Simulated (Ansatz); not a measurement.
## A computed series for Ag: pressure series

Take Ag in the fcc (Cu type) structure (space group Fm-3m, No. 225; a = 4.149 Å) as the base.

Cell and atoms are relaxed at each pressure.

All numbers come from Ansatz (a quantum-chemistry and plane-wave program) PBE, no SOC.

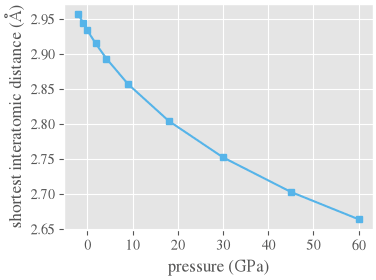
Figure: Shortest interatomic distance against pressure

```
pressure (GPa)  shortest interatomic distance
--------------  -----------------------------
-2                                    2.957 Å
-1                                    2.945 Å
1.8                                   2.915 Å
4.2                                   2.893 Å
9                                     2.857 Å
18                                    2.804 Å
30                                    2.752 Å
45                                    2.703 Å
60                                    2.664 Å
```

Load acts through the strain it causes; cell and atoms are relaxed under it. No phonon test of stability was made. No other phases were tried under pressure.
